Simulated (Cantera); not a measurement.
A closed system holds: 1 mol SiC, 0.0028 mol Si, 0.48 mol N₂, held at 10.0 Torr.

Cantera equilibrium calculation (NASA polynomials, part measured and part estimated; ideal gas, pure solids and liquids). Candidate condensed phases: C, Si, SiC, Si₃N₄; 20 gas species. Mutual solubility and eutectic melting of coexisting phases are not modelled. The tables' values for SiN are old estimates; treat these amounts as uncertain. The numbers say what is thermodynamically allowed, not how fast it happens.

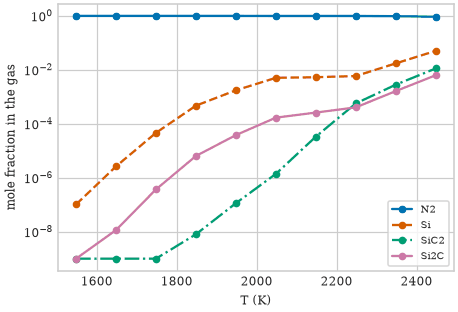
Figure. Equilibrium gas composition (values under 1e-9 drawn at 1e-9)

From 1548 K to 1748 K the condensed part is SiC(s) + Si₃N₄(s). From 1848 K to 1948 K the condensed part is Si(l) + SiC(s). From 2048 K to 2248 K the condensed part is SiC(s). From 2348 K to 2448 K the condensed part is C(graphite) + SiC(s). The main Si-bearing gas is Si throughout.
